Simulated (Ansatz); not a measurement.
# Geometry relaxation of CH$_{4}$NSi (charge −1) (part 2 of 2)

The same run, continued: CH$_{4}$NSi, charge −1; RKS PBE-D4/def2-SVPD (Ansatz 0.2.0). 

Geometry of the input (Å):
```
C  0.7210  -2.1491  0.9149
Si 0.7558  -0.6469  0.3955
N  -0.6474  0.4518  -0.3029
H  -0.4296  0.7589  -1.2509
H  -1.5259  -0.0663  -0.3179
H  -0.7685  1.2899  0.2656
H  1.9501  0.3121  0.3254
```

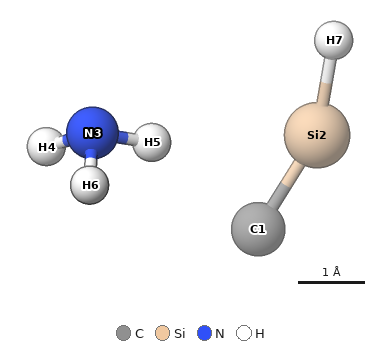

Figure 1. The geometry at step 13 of the log (ball-and-stick view, seen at a tilt; atoms are numbered from 1 in the order of the input).

## Log, continued
```
relax step  46: F+E_penalty+E_count = -10456.63211937 eV  Δ(F+E_penalty+E_count) = -1.709e-1 eV  max|allowed force component| = 1.702e0 eV/Å  Δτ_max = 0.1993 Å  (37 SCF iters, accepted)
relax step  47: F+E_penalty+E_count = -10456.70430823 eV  Δ(F+E_penalty+E_count) = -7.219e-2 eV  max|allowed force component| = 5.760e-1 eV/Å  Δτ_max = 0.1910 Å  (29 SCF iters, accepted)
relax step  48: F+E_penalty+E_count = -10456.73194467 eV  Δ(F+E_penalty+E_count) = -2.764e-2 eV  max|allowed force component| = 1.767e-1 eV/Å  Δτ_max = 0.1365 Å  (36 SCF iters, accepted)
relax step  49: F+E_penalty+E_count = -10456.73367181 eV  Δ(F+E_penalty+E_count) = -1.727e-3 eV  max|allowed force component| = 5.446e-2 eV/Å  Δτ_max = 0.0398 Å  (31 SCF iters, accepted)
relax step  50: F+E_penalty+E_count = -10456.73368692 eV  Δ(F+E_penalty+E_count) = -1.511e-5 eV  max|allowed force component| = 4.872e-2 eV/Å  Δτ_max = 0.0026 Å  (23 SCF iters, accepted)
relax step  51: F+E_penalty+E_count = -10456.73344168 eV  Δ(F+E_penalty+E_count) = +2.452e-4 eV  max|allowed force component| = 8.137e-2 eV/Å  Δτ_max = 0.0514 Å  (30 SCF iters, rejected (line search))
the calculation of the forces begins
reference -10456.61552150 eV, -384.2735326667 hartree; 16, 16 occupied and 80, 80 virtual orbitals, 828 factors
relax step  52: F+E_penalty+E_count = -10456.73391737 eV  Δ(F+E_penalty+E_count) = -2.305e-4 eV  max|allowed force component| = 3.689e-3 eV/Å  Δτ_max = 0.0193 Å  (31 SCF iters, accepted)
828 factors; their error is unknown
mean field evaluation 416: about -10453.2621 eV, gradient 2.8e1 eV
mean field -10456.61547941 eV, -384.2735311199 hartree, gradient 1.5e-5 eV, S^2 0.000000; 1 other end points of the search recorded, 0 dependent functions left out
the calculation of the forces begins
reference -10456.61552150 eV, -384.2735326667 hartree; 16, 16 occupied and 80, 80 virtual orbitals, 828 factors
Total energy: -10456.73395946 eV, -384.2778851814 hartree
Atom 0 at     1.616162    -0.715848     0.516563 Å, force     0.000411     0.000122    -0.000484 eV/Å
Atom 1 at     0.702652    -1.637293     1.558688 Å, force     0.000822    -0.000941     0.001878 eV/Å
Atom 2 at    -1.077183     0.814978    -0.724027 Å, force    -0.003550    -0.002335     0.003688 eV/Å
Atom 3 at    -1.723052     0.041399    -0.931625 Å, force     0.001866     0.003689    -0.001875 eV/Å
Atom 4 at    -0.236266     0.318428    -0.348613 Å, force     0.000433     0.000023     0.000454 eV/Å
Atom 5 at    -1.476407     1.252276     0.117277 Å, force    -0.000174    -0.000270    -0.002864 eV/Å
Atom 6 at     2.249512    -0.123550    -0.158513 Å, force     0.000192    -0.000288    -0.000797 eV/Å
Dipole moment:    -0.493278     0.235202    -0.142895 e Å
```

## Trajectory as extended XYZ (Å, eV, eV/Å), 14 of the 52 frames kept, from step=1 to step=52
```
7
Properties=species:S:1:pos:R:3:forces:R:3 step=1 energy=-10452.78984
C     0.7210   -2.1491    0.9149   -0.4327  -5.5389   1.8472
Si    0.7558   -0.6469    0.3955    1.5632   3.8723  -1.0105
N    -0.6474    0.4518   -0.3029   -0.1384   0.5202  -0.2128
H    -0.4296    0.7589   -1.2509    0.0658   0.3637  -0.9513
H    -1.5259   -0.0663   -0.3179   -0.5311  -0.5497   0.0739
H    -0.7685    1.2899    0.2656   -0.2540   0.8639   0.4788
H     1.9501    0.3121    0.3254   -0.2728   0.4685  -0.2252
7
Properties=species:S:1:pos:R:3:forces:R:3 step=5 energy=-10453.59868
C     0.5039   -2.3512    0.9370    0.1161   0.4720  -0.1396
Si    1.0845   -0.7768    0.5144   -0.3118  -0.9382   0.2594
N    -0.6652    0.6035   -0.3601   -0.1410   0.3062  -0.1386
H    -0.6292    0.8784   -1.3610   -0.1146  -0.1622   0.2225
H    -1.2972   -0.2083   -0.2166    0.1661   0.2379  -0.0464
H    -0.9766    1.4238    0.1955   -0.0416  -0.2765  -0.1038
H     2.0351    0.3810    0.3206    0.3269   0.3608  -0.0535
7
Properties=species:S:1:pos:R:3:forces:R:3 step=9 energy=-10454.05191
C     0.3545   -2.3491    0.9028    0.2888   0.5056  -0.1128
Si    1.4704   -1.0520    0.6971   -0.5099  -0.8697   0.1911
N    -0.8354    0.9674   -0.5257    0.0677  -0.2525   0.1044
H    -1.2054    0.8911   -1.4815   -0.0378  -0.1272   0.1449
H    -0.6498   -0.0037   -0.1438   -0.0815   0.6284  -0.2386
H    -1.5479    1.4292    0.0535    0.0041  -0.1924  -0.0410
H     2.4690    0.0675    0.5274    0.2686   0.3078  -0.0480
7
Properties=species:S:1:pos:R:3:forces:R:3 step=13 energy=-10454.23736
C     0.1289   -1.9270    0.6936   -0.2408  -0.0228  -0.0519
Si    1.6764   -1.2270    0.8227    0.1945   0.1026   0.0161
N    -0.9837    1.0917   -0.6008    0.0822   0.0340   0.0060
H    -1.4032    0.6307   -1.4157   -0.0569  -0.0347  -0.0447
H    -0.3619    0.3582   -0.2020    0.0773  -0.0680   0.0412
H    -1.7442    1.1568    0.0848   -0.0756  -0.0085   0.0309
H     2.7431   -0.1331    0.6471    0.0194  -0.0026   0.0023
7
Properties=species:S:1:pos:R:3:forces:R:3 step=17 energy=-10454.25859
C     0.0788   -1.6756    0.5257    0.0321   0.0043  -0.0008
Si    1.6720   -1.1770    0.9111    0.0032   0.0065   0.0099
N    -1.0134    1.0610   -0.5951    0.0144  -0.1123   0.0393
H    -1.4330    0.5574   -1.3894    0.0175   0.0298   0.0314
H    -0.3586    0.3460   -0.1886   -0.0817   0.0979  -0.0414
H    -1.7706    1.0927    0.1022    0.0373  -0.0030  -0.0333
H     2.8802   -0.2541    0.6639   -0.0229  -0.0232  -0.0051
7
Properties=species:S:1:pos:R:3:forces:R:3 step=21 energy=-10454.27350
C     0.2414   -1.6413    0.4244    0.0593   0.0107   0.0206
Si    1.6894   -1.0248    1.1223    0.0121  -0.0141  -0.0096
N    -1.1107    1.0945   -0.5833   -0.0280   0.0002   0.0174
H    -1.4427    0.6132   -1.4304    0.0057   0.0077   0.0200
H    -0.4570    0.3949   -0.1586   -0.0262   0.0122  -0.0293
H    -1.9199    1.0592    0.0522    0.0208   0.0026  -0.0262
H     3.0549   -0.5452    0.6031   -0.0436  -0.0191   0.0071
7
Properties=species:S:1:pos:R:3:forces:R:3 step=25 energy=-10454.28388
C     0.5354   -1.3668    0.1959    0.3113   0.1029   0.2441
Si    1.8227   -1.0330    1.3237   -0.2316  -0.0824  -0.2442
N    -1.2628    1.1052   -0.6770   -0.5780  -0.2402   0.0346
H    -1.7976    0.5981   -1.4158    0.2709   0.2528   0.4167
H    -0.5796    0.3772   -0.3441   -0.0207   0.0042  -0.0608
H    -1.9361    1.1677    0.1165    0.3185  -0.0260  -0.4028
H     3.2734   -0.8981    0.8305   -0.0703  -0.0114   0.0123
7
Properties=species:S:1:pos:R:3:forces:R:3 step=28 energy=-10454.32611
C     0.7885   -0.9685    0.0421    0.2997  -0.0131   0.3253
Si    1.8397   -1.1620    1.4284   -0.1595   0.0230  -0.3411
N    -1.4023    1.0815   -0.7690    0.0125  -0.0167  -0.0723
H    -2.0593    0.4703   -1.2724   -0.0203   0.0065   0.0105
H    -0.5949    0.4354   -0.5553    0.0263  -0.0350  -0.0067
H    -1.8400    1.2199    0.1498   -0.0387   0.0351   0.0646
H     3.3237   -1.1262    1.0061   -0.1200   0.0001   0.0198
7
Properties=species:S:1:pos:R:3:forces:R:3 step=32 energy=-10454.32529 accepted=F
C     1.0008   -0.5726    0.0508    0.5629  -0.5536   0.8882
Si    1.7546   -1.4418    1.4231   -0.5781   0.5353  -0.8553
N    -1.4819    1.0203   -0.8414   -0.1316  -0.2937   0.1685
H    -2.1539    0.2574   -1.0621    0.3174   0.3119   0.1294
H    -0.5479    0.5217   -0.7043   -0.2389   0.0704   0.0278
H    -1.7354    1.3158    0.1196    0.0722  -0.1110  -0.2951
H     3.2190   -1.1504    1.0441   -0.0040   0.0407  -0.0635
7
Properties=species:S:1:pos:R:3:forces:R:3 step=36 energy=-10454.51023
C     1.1379   -0.4334    0.1098    0.7059  -0.8297   1.0128
Si    1.5423   -1.5568    1.4430   -0.4905   0.5071  -0.6119
N    -1.4165    0.9511   -0.8336    0.0243  -0.6785   0.3023
H    -2.0244    0.1008   -0.9196    0.4765   0.5802   0.0766
H    -0.4242    0.5571   -0.7089   -0.4115   0.1894  -0.1023
H    -1.6313    1.3135    0.1137    0.0369  -0.1054  -0.2668
H     2.8715   -0.9819    0.8254   -0.3418   0.3368  -0.4106
7
Properties=species:S:1:pos:R:3:forces:R:3 step=40 energy=-10455.55771
C     1.4250   -0.5108    0.2619    0.6018  -0.3333   0.3804
Si    1.3780   -1.6744    1.5405   -0.3083  -0.0580   0.0579
N    -1.3804    0.9236   -0.8221   -0.0197   0.0066   0.0023
H    -1.9583    0.0743   -0.8863    0.1051   0.0083  -0.0011
H    -0.4018    0.5747   -0.7167    0.0360  -0.0642   0.0615
H    -1.5994    1.3051    0.1075    0.0373  -0.0037  -0.0096
H     2.5923   -0.7420    0.5450   -0.4522   0.4443  -0.4914
7
Properties=species:S:1:pos:R:3:forces:R:3 step=44 energy=-10456.40790
C     1.6319   -0.7244    0.5054    0.9441  -0.8555   0.9661
Si    0.9567   -1.8099    1.6763    0.4216   1.2428  -1.3413
N    -1.3170    0.9104   -0.8122    0.0746  -0.0069  -0.0075
H    -1.9011    0.0681   -0.8873   -0.0224  -0.0326   0.0035
H    -0.3722    0.5154   -0.6354    0.0544  -0.0468   0.0857
H    -1.5719    1.3058    0.1022    0.0165  -0.0115   0.0110
H     2.6290   -0.3150    0.0806   -1.4888  -0.2896   0.2826
7
Properties=species:S:1:pos:R:3:forces:R:3 step=48 energy=-10456.73194
C     1.6251   -0.7105    0.5155   -0.0040   0.0016  -0.0029
Si    0.6676   -1.6268    1.5225    0.0106  -0.0033   0.0046
N    -1.0946    0.8095   -0.7318    0.1767  -0.0324  -0.0380
H    -1.7280    0.0171   -0.8833   -0.1421  -0.0832  -0.0499
H    -0.2393    0.3258   -0.3714    0.0371   0.0456  -0.0202
H    -1.4616    1.2575    0.1148   -0.0712   0.0755   0.1028
H     2.2862   -0.1223   -0.1365   -0.0072  -0.0038   0.0038
7
Properties=species:S:1:pos:R:3:forces:R:3 step=52 energy=-10456.73392
C     1.6162   -0.7158    0.5166    0.0004   0.0001  -0.0005
Si    0.7027   -1.6373    1.5587    0.0008  -0.0009   0.0019
N    -1.0772    0.8150   -0.7240   -0.0036  -0.0023   0.0037
H    -1.7231    0.0414   -0.9316    0.0019   0.0037  -0.0019
H    -0.2363    0.3184   -0.3486    0.0004   0.0000   0.0005
H    -1.4764    1.2523    0.1173   -0.0002  -0.0003  -0.0029
H     2.2495   -0.1235   -0.1585    0.0002  -0.0003  -0.0008
```

## Results in brief

- outcome: converged
- total energy: −10456.7340 eV
- mean-field energy: −10456.6155 eV
- dispersion energy: −0.1184 eV
- SCF solution under orbital rotations: stable
- largest force (length of the vector) at the end: 0.006 eV/Å
- hardware: 2 threads of Arm Neoverse V1, 23 GiB of memory available, shared host
- wall time: 75 s (CPU time 2.4 min)
- peak memory: 0.15 GiB
